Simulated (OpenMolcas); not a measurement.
## Run report: C2H5Br, excited-state calculation (part 1 of 3)

- system: C2H5Br, SMILES CCBr
- method: CASPT2/ANO-RCC-VDZP, DKH2 (OpenMolcas 26.06)

A bond length was changed on purpose from its optimised value.

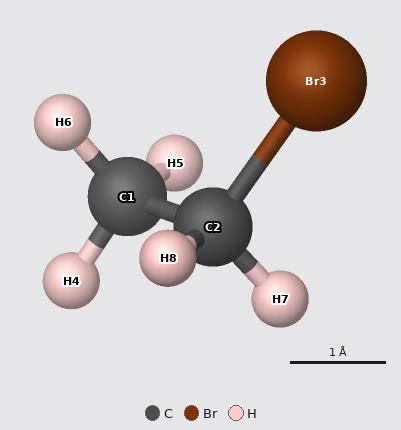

The structure (ball-and-stick view, seen at a tilt; atoms are numbered from 1 in the order of the input). Bond lengths as drawn: Br–C 1.95 Å, C–C 1.36 Å and C–H 1.09 Å.

Input file
```
* C2H5Br CASPT2
>>> EXPORT MOLCAS_PRINT=2
&GATEWAY
COORD
8
angstrom
C       -0.361873       0.467138      -0.273656
C        0.243000      -0.639200       0.222500
Br       1.994500      -0.223400       0.972400
H       -1.338973       0.193438      -0.684156
H        0.230127       0.917438      -1.071556
H       -0.515573       1.216338       0.504144
H        0.428800      -1.390300      -0.542500
H       -0.318900      -1.090600       1.037600
BASIS = ANO-RCC-VDZP
GROUP = NoSym
RICD
&SEWARD
&RASSCF
FILEORB = $CurrDir/step2.RasOrb
SPIN = 1
NACTEL = 6 0 0
INACTIVE = 23
RAS2 = 6
ORBLISTING = Nothing
ORBAPPEAR = Compact
&CASPT2
IMAGINARY = 0.2
&RASSI
NROFJOBIPHS = 1 all
IPHNAMES
JOBMIX
EJOB
```

Run as:
```bash
export MOLCAS_MEM=1860
pymolcas step4.input > step4.log
```

What the program printed
```
--- Start Module: gateway ---

                                              &GATEWAY

                       available to each process: 1.9 GB of memory, 1 thread

++    Symmetry information:
      ---------------------

                    Character Table for C1

                             E
                    a        1  x, y, xy, Rz, z, xz, Ry, yz, Rx, I
--

++    Basis set information:
      ----------------------

      Basis set label: C.ANO-RCC...3S2P1D.

      Electronic valence basis set:
      ------------------
      Associated Effective Charge   6.000000 au
      Associated Actual Charge      6.000000 au
      Nuclear Model: Point charge

      Shell  nPrim  nBasis  Cartesian Spherical Contaminant
         s      14       3        X
         p       9       2        X
         d       4       1                 X

      Basis set label: BR.ANO-RCC...5S4P2D.

      Electronic valence basis set:
      ------------------
      Associated Effective Charge  35.000000 au
      Associated Actual Charge     35.000000 au
      Nuclear Model: Point charge

      Shell  nPrim  nBasis  Cartesian Spherical Contaminant
         s      20       5        X
         p      17       4        X
         d      11       2                 X

      Basis set label: H.ANO-RCC...2S1P.

      Electronic valence basis set:
      ------------------
      Associated Effective Charge   1.000000 au
      Associated Actual Charge      1.000000 au
      Nuclear Model: Point charge

      Shell  nPrim  nBasis  Cartesian Spherical Contaminant
         s       8       2        X
         p       4       1        X
--

++    Molecular structure info:
      -------------------------

                    ************************************************
                    **** Cartesian Coordinates / bohr, angstrom ****
                    ************************************************

     Center  Label                x              y              z                     x              y              z
        1      C1              -0.683841       0.882763      -0.517135             -0.361873       0.467138      -0.273656
        2      C2               0.459203      -1.207913       0.420464              0.243000      -0.639200       0.222500
        3      BR3              3.769059      -0.422165       1.837570              1.994500      -0.223400       0.972400
        4      H4              -2.530292       0.365545      -1.292867             -1.338973       0.193438      -0.684156
        5      H5               0.434877       1.733707      -2.024947              0.230127       0.917438      -1.071556
        6      H6              -0.974292       2.298546       0.952694             -0.515573       1.216338       0.504144
        7      H7               0.810315      -2.627286      -1.025176              0.428800      -1.390300      -0.542500
        8      H8              -0.602634      -2.060935       1.960780             -0.318900      -1.090600       1.037600

                    ***************************************
                    *    InterNuclear Distances / bohr    *
                    ***************************************

               1 C1            2 C2            3 BR3           4 H4            5 H5            6 H6
    1 C1       0.000000
    2 C2       2.560580        0.000000
    3 BR3      5.203440        3.685204        0.000000
    4 H4       2.068492        3.787923        7.078273        0.000000
    5 H5       2.061343        3.825409        5.539277        3.346646        0.000000
    6 H6       2.061359        3.825367        5.539372        3.346666        3.342327        0.000000
    7 H7       3.848513        2.056156        4.670336        4.493145        4.489850        5.600055
    8 H8       3.848638        2.056142        4.670379        4.493317        5.600157        4.489927

               7 H7            8 H8
    7 H7       0.000000
    8 H8       3.351583        0.000000

                    *******************************************
                    *    InterNuclear Distances / angstrom    *
                    *******************************************

               1 C1            2 C2            3 BR3           4 H4            5 H5            6 H6
    1 C1       0.000000
    2 C2       1.355000        0.000000
    3 BR3      2.753542        1.950126        0.000000
    4 H4       1.094599        2.004482        3.745661        0.000000
    5 H5       1.090816        2.024319        2.931259        1.770969        0.000000
    6 H6       1.090824        2.024297        2.931310        1.770980        1.768683        0.000000
    7 H7       2.036545        1.088071        2.471436        2.377670        2.375926        2.963421
    8 H8       2.036612        1.088063        2.471458        2.377761        2.963475        2.375967

               7 H7            8 H8
    7 H7       0.000000
    8 H8       1.773582        0.000000

                    **************************************
                    *    Valence Bond Angles / degree    *
                    **************************************
                          Atom centers                 Phi
                      2 C2       1 C1       4 H4       109.37
                      2 C2       1 C1       5 H5       111.26
                      2 C2       1 C1       6 H6       111.26
                      4 H4       1 C1       5 H5       108.26
                      4 H4       1 C1       6 H6       108.26
                      5 H5       1 C1       6 H6       108.33
                      1 C1       2 C2       7 H7       112.48
                      1 C1       2 C2       8 H8       112.49
                      7 H7       2 C2       8 H8       109.18

           ***************************************************************
           *              Valence Dihedral Angles / degree               *
           ***************************************************************
                    Atom centers                       Phi1     Phi2     Theta
           4 H4       1 C1       2 C2       7 H7        109.37   112.48    61.89
           4 H4       1 C1       2 C2       8 H8        109.37   112.49   -61.89
           5 H5       1 C1       2 C2       7 H7        111.26   112.48   -57.66
           5 H5       1 C1       2 C2       8 H8        111.26   112.49   178.55
           6 H6       1 C1       2 C2       7 H7        111.26   112.48  -178.56
           6 H6       1 C1       2 C2       8 H8        111.26   112.49    57.66
--

            Nuclear Potential Energy            168.81170480 au

--- Stop Module: gateway /rc=_RC_ALL_IS_WELL_ ---
--- Module gateway spent 2 seconds ---

--- Start Module: seward ---

                                              &SEWARD

                       available to each process: 1.9 GB of memory, 1 thread

               SEWARD will generate:
                  Multipole Moment integrals up to order  2
                  Kinetic Energy integrals
                  Nuclear Attraction integrals (point charge)
                  One-Electron Hamiltonian integrals
                  Velocity integrals
                  Relativistic Douglas-Kroll-Hess integrals:
                    - Parametrization         : EXP
                    - DKH order of Hamiltonian: 2
                    - DKH order of Properties : 0
                         - multipole moment operators
                         - electric potential operators
                         - contact operators
                  Orbital angular momentum around (  2.7035  -0.3475   1.3192 )
                  Velocity quadrupole around (  2.7035  -0.3475   1.3192 )
                  Atomic mean-field integrals
                  RI decomposed two-electron repulsion integrals stored Cholesky style
                   - acCD auxiliary basis
                   - CD Threshold:   1.00E-04

                   Integrals are discarded if absolute value <: 1.00E-14
                   Integral cutoff threshold is set to       <: 1.00E-16

            Nuclear Potential Energy            168.81170480 au

      Basis set specifications :
      Symmetry species         a
      Basis functions           80

--- Stop Module: seward /rc=_RC_ALL_IS_WELL_ ---
--- Module seward spent 2 seconds ---

--- Start Module: rasscf ---

                                              &RASSCF

                       available to each process: 1.9 GB of memory, 1 thread

      Header of the ONEINT file:
      --------------------------

      OrdInt status: non-squared

      Cartesian coordinates in angstrom:
      -----------------------------------------------------
      No.  Label        X            Y            Z
      -----------------------------------------------------
       1   C1        -0.36187300   0.46713800  -0.27365600
       2   C2         0.24300000  -0.63920000   0.22250000
       3   BR3        1.99450000  -0.22340000   0.97240000
       4   H4        -1.33897300   0.19343800  -0.68415600
       5   H5         0.23012700   0.91743800  -1.07155600
       6   H6        -0.51557300   1.21633800   0.50414400
       7   H7         0.42880000  -1.39030000  -0.54250000
       8   H8        -0.31890000  -1.09060000   1.03760000
      -----------------------------------------------------
      Nuclear repulsion energy =  168.81170480

++    Wave function specifications:
      -----------------------------

      Number of closed shell electrons          46
      Number of electrons in active shells       6
      Max number of holes in RAS1 space          0
      Max nr of electrons in RAS3 space          0
      Number of inactive orbitals               23
      Number of active orbitals                  6
      Number of secondary orbitals              51
      Spin quantum number                      0.0
      State symmetry                             1
--

++    Orbital specifications:
      -----------------------

      Symmetry species                           1
                                                 a
      Frozen orbitals                            0
      Inactive orbitals                         23
      Active orbitals                            6
      RAS1 orbitals                              0
      RAS2 orbitals                              6
      RAS3 orbitals                              0
      Secondary orbitals                        51
      Deleted orbitals                           0
      Number of basis functions                 80
--

++    CI expansion specifications:
      ----------------------------

      Number of CSFs                           175
      Number of spin combinations              210
      Number of determinants                   400
      Number of root(s) required                 1
      Root chosen for geometry opt.              1
      CI root used                               1

      highest root included in the CI            1
      max. size of the explicit Hamiltonian    175
--

++    Optimization specifications:
      ----------------------------

      RASSCF algorithm: LK RI/DF
      Maximum number of macro iterations       200
      Maximum number of SX iterations          100
      Threshold for RASSCF energy            1.000E-08
      Threshold for max MO rotation          1.000E-01
      Threshold for max BLB element          1.000E-04
      Level shift parameter                  5.000E-01
      Make Quasi-Newton update
--

      The MO-coefficients are taken from the file:
      step2.RasOrb
      Title: RASSCF average (pseudo-natural) orbitals

      Total molecular charge    0.00

      ************************************************************************************************************************
      *                                            Wave function control section                                             *
      ************************************************************************************************************************

                                         RASSCF iterations: Energy and convergence statistics
                                         ----------------------------------------------------
```
